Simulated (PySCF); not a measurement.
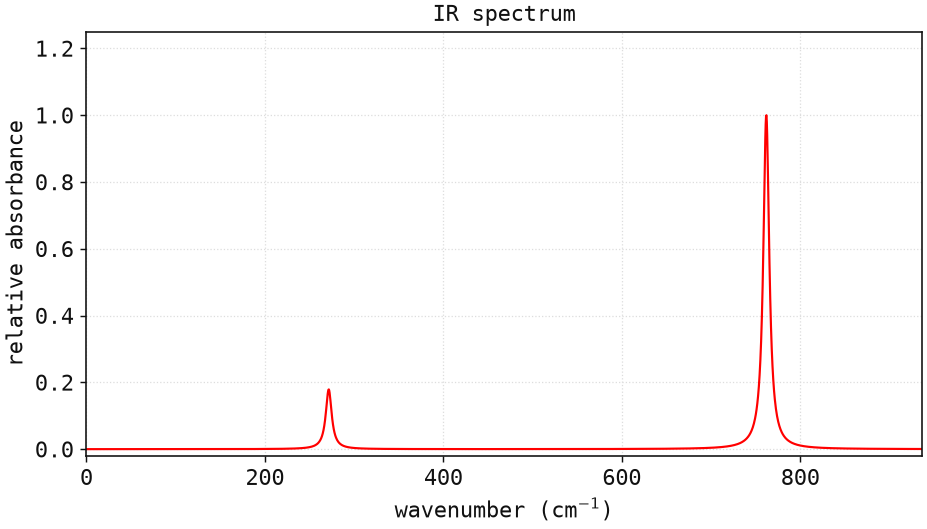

Unscaled harmonic wavenumbers and double-harmonic intensities, PBE/def2-SVP (ECP) with PySCF, isolated molecule. Structures are the lowest points that the searches found. Degenerate modes count as one line, with their intensities summed. Lorentzian lines of 8 cm⁻¹ full width. Close modes add up in the curve.

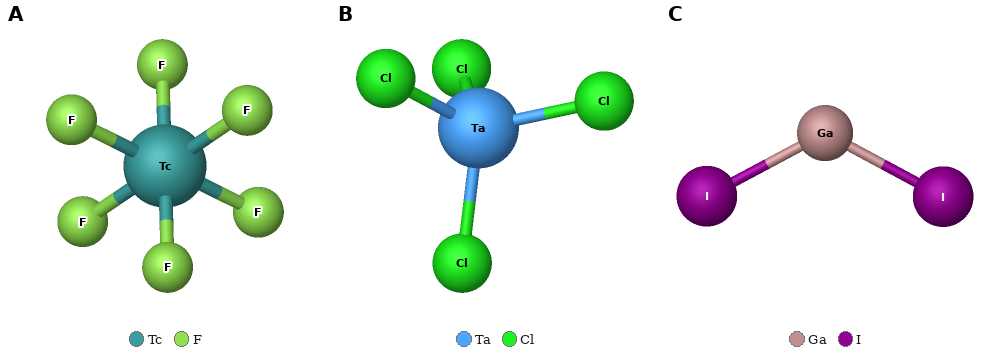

Which molecule gives this infrared spectrum? Choose among the lettered structures. Charge and spin: A +1 singlet; B +1 singlet; C neutral doublet.

Structure A, TcF₆⁺, singlet. It has its most intense lines at 761.9 and 271.5 cm⁻¹.

Caveats: double-zeta basis on some or all atoms.
